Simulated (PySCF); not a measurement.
EPR calculation of C4H10NOSi2

C4H10NOSi2, multiplicity 2, computed with UKS B3LYP, pcH-1 on C H N O Si, non-relativistic, mean-field spin-orbit, GIAO (PySCF 2.14.0).

It belongs to a series of runs on one base structure; here: H added to sp C.

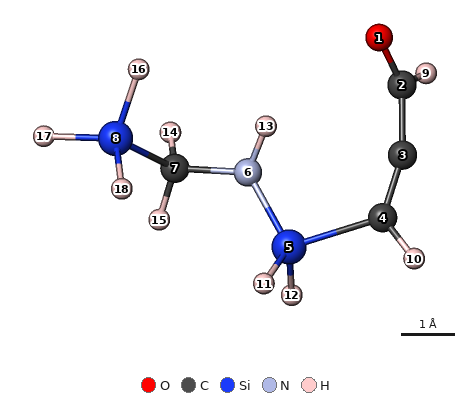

**Figure 1.** The structure as given in the input (ball-and-stick view, seen at a tilt; atoms are numbered from 1 in the order of the input).

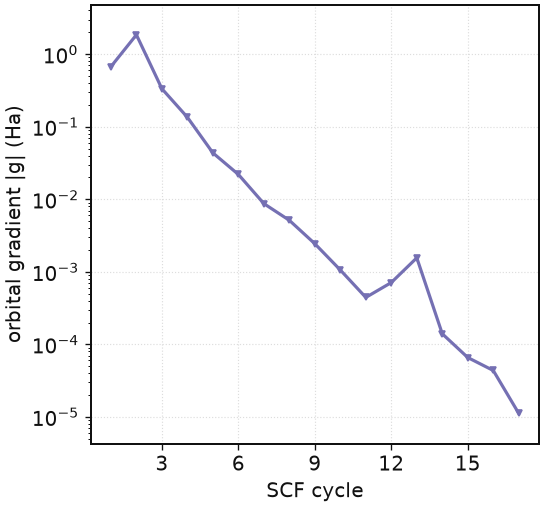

**Figure 2.** Convergence of the self-consistent field: orbital gradient |g| against the SCF cycle. All cycles printed in the log are drawn one after another.

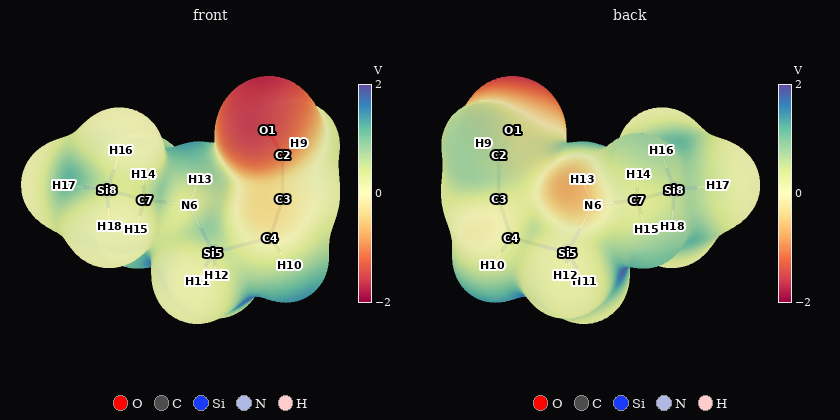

**Figure 3.** The electrostatic potential painted on the density surface at 0.002 e/bohr³, seen at a tilt and from behind; the colour scale runs from red (negative) to blue (positive).

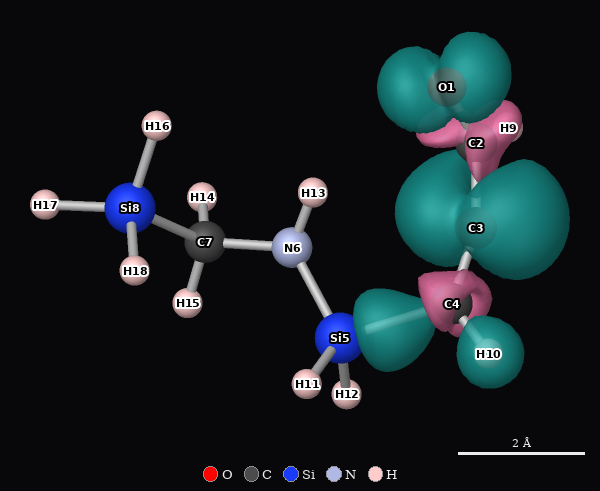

**Figure 4.** Isosurfaces of the spin density (α minus β) at +0.02 (teal) and −0.02 e/Å³ (pink), seen face on. The unpaired spin (1 electron) lies mostly on C3 (about 0.5), O1 (about 0.3) and C2 (about 0.1), in electrons by Hirshfeld's partition.

These pictures come from the run below.

The input
```
{"job": {"kind": "epr", "basis": "pcH-1"}, "charge": 0, "multiplicity": 2}
O      2.779758    -0.529524     1.931642
C      3.029245    -0.349005     0.737417
C      2.513111    -1.086983    -0.312391
C      1.717548    -1.529220    -1.203537
Si    -0.017439    -0.733288    -1.473467
N     -0.154497     0.424927    -0.235399
C     -1.323164     1.257390    -0.010786
Si    -2.484020     0.561341     1.341121
H      3.743229     0.439193     0.422817
H      1.913765    -2.364570    -1.853735
H     -0.959221    -1.865994    -1.484652
H     -0.032869    -0.049497    -2.770919
H      0.386593     0.298125     0.608117
H     -0.984899     2.262949     0.263059
H     -1.849421     1.352371    -0.961608
H     -1.727510     0.469475     2.588842
H     -3.619731     1.472312     1.483574
H     -2.939238    -0.763645     0.918250
```

The first line tells a small driver script what to run in PySCF; the rest is the geometry in Å.

Launch command:
```bash
OMP_NUM_THREADS=1 python <driver script> task.json out
```

What the program printed
```
UKS, coarse grid
  cycle   1  E = -867.17419700  |g| = 6.73e-01
  cycle   2  E = -865.63768341  |g| = 1.85e+00
  cycle   3  E = -867.29509741  |g| = 3.34e-01
  cycle   4  E = -867.34946047  |g| = 1.35e-01
  cycle   5  E = -867.35723017  |g| = 4.36e-02
  cycle   6  E = -867.35811263  |g| = 2.20e-02
  cycle   7  E = -867.35839540  |g| = 8.72e-03
  cycle   8  E = -867.35847846  |g| = 5.13e-03
  cycle   9  E = -867.35849712  |g| = 2.44e-03
  cycle  10  E = -867.35850293  |g| = 1.06e-03
  cycle  11  E = -867.35850450  |g| = 4.44e-04
UKS, final grid
  cycle   1  E = -867.35850271  |g| = 7.12e-04
  cycle   2  E = -867.35850204  |g| = 1.56e-03
  cycle   3  E = -867.35850298  |g| = 1.40e-04
  cycle   4  E = -867.35850299  |g| = 6.59e-05
  cycle   5  E = -867.35850301  |g| = 4.37e-05
  cycle   6  E = -867.35850301  |g| = 1.12e-05
E = -867.35850301 Eh   <S^2> = 0.7649 (exact 0.7500)
g shifts (ppm)      1          2          3
  rmc          -210       -210       -210
  gc            -11         64         31
  oz_so         -79       2256       6265
  total        -300       2110       6087
hyperfine (MHz)  atom isotope    a_iso     a_fc   dipolar eigenvalues
    0   17O     -25.43     -24.75   -113.93     56.34     57.59
    1   13C     -25.93     -26.01    -11.06      0.65     10.41
    2   13C      62.58      62.78    -55.46    -43.93     99.38
    3   13C     -38.73     -38.72    -12.42      2.70      9.72
    4  29Si     -84.47     -84.61    -25.43     12.69     12.74
    5   14N      -0.79      -0.79     -0.26      0.10      0.16
    6   13C       0.47       0.47     -0.26      0.04      0.22
    7  29Si       0.02       0.02     -0.16      0.05      0.12
    8    1H      -1.76      -1.79     -5.37     -2.41      7.78
    9    1H     150.86     150.86     -4.54     -3.28      7.82
   10    1H       4.23       4.23     -1.86     -0.85      2.70
   11    1H       6.69       6.69     -1.87     -0.78      2.65
   12    1H      -0.28      -0.28     -3.88     -1.63      5.51
   13    1H       1.64       1.64     -0.65     -0.50      1.15
   14    1H       1.01       1.01     -0.73     -0.39      1.12
   15    1H      -0.01      -0.01     -0.60     -0.44      1.04
   16    1H      -0.05      -0.05     -0.26     -0.21      0.48
   17    1H       0.02       0.02     -0.47     -0.34      0.81
```

Key numbers

- outcome: converged
- total energy: −867.358503 hartree
- ⟨S²⟩: 0.765
- isotropic g: 2.0050
- hardware: 1 CPU thread, shared host
- wall time: 2.5 min
- peak memory: 1.1 GiB
